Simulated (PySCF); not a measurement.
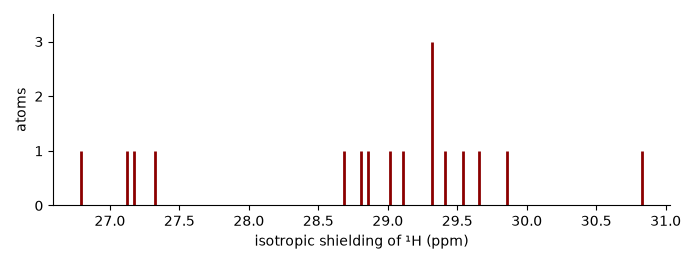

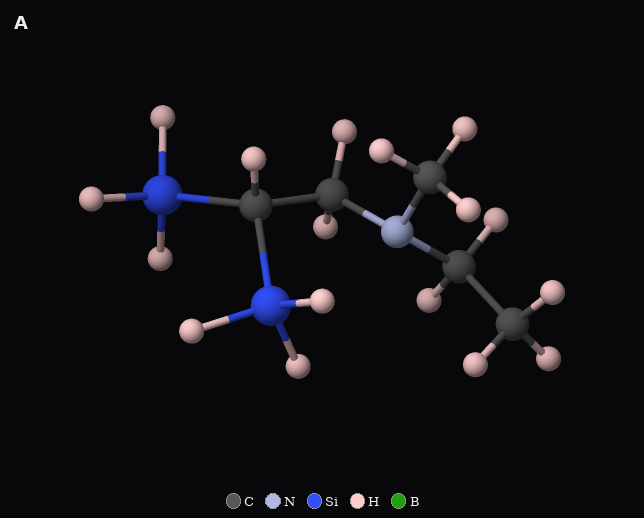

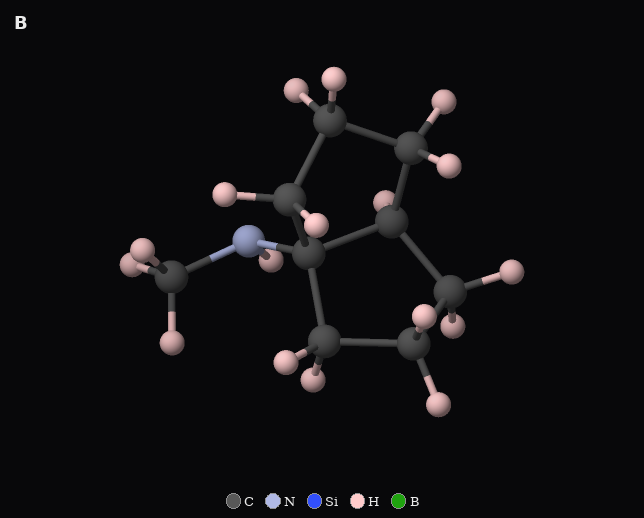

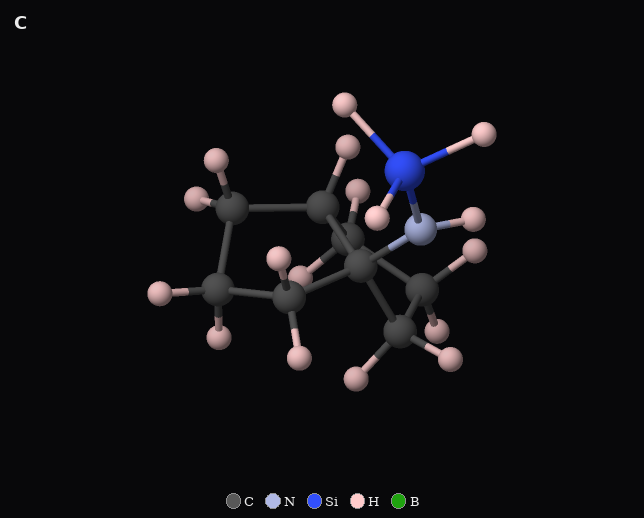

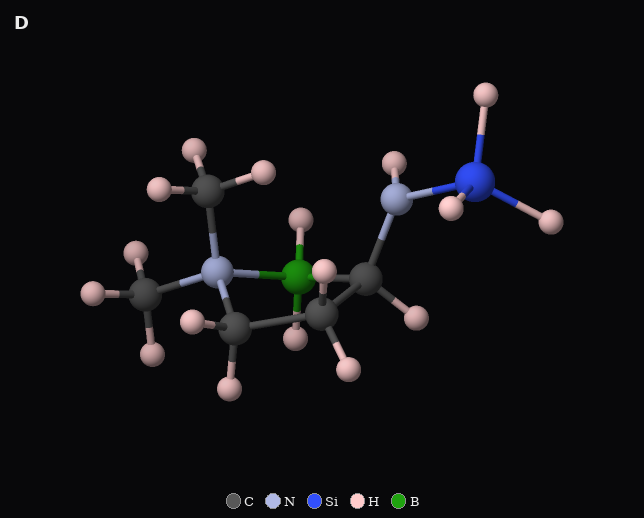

The sticks are computed shieldings of one of the molecules, for one fixed geometry (GFN2-xTB) without averaging over rotations. Low shielding means a high chemical shift. Method: GIAO PBE0/pcSseg-1 NMR shielding, non-relativistic, gas phase (PySCF 2.14.0).

> Which molecule gives this pattern?

D, `C[N+]1(C)[BH2-][C@@H](N[SiH3])CC1`. Its 17 H atoms give lines at 26.79, 27.12, 27.18, 27.32, 28.69, 28.81, 28.86, 29.02, 29.11, 29.32 (3 atoms), 29.41, 29.54, 29.66, 29.86, 30.83 ppm.

The geometry is semi-empirical. Around B, Si such bond lengths and angles can be off by a tenth of an ångström or more and by several degrees, and values that hang on the shape move with them.
